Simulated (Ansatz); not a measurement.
Consider HfN in the rock salt structure (space group Fm-3m, No. 225; a = 4.548 Å; relaxed with 0.1 eV smearing).

Structures relaxed with Ansatz (a program for electronic structure) PBE, no SOC.

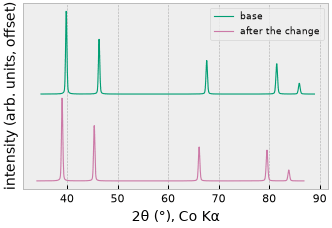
Figure. Simulated powder patterns before (top) and after one change

Problem. Which change produced these results?
A) isotropic strain +0.50 %
B) isotropic strain +2.50 %
C) isotropic strain −2.50 %
D) isotropic strain +2.00 %

Solution. D, isotropic strain +2.00 %. Its volume per atom is 12.48 Å³ against 11.76 Å³, and its space group is Fm-3m (No. 225).

Whether these cells are dynamically stable was not tested. The final runs are not spin-polarised.
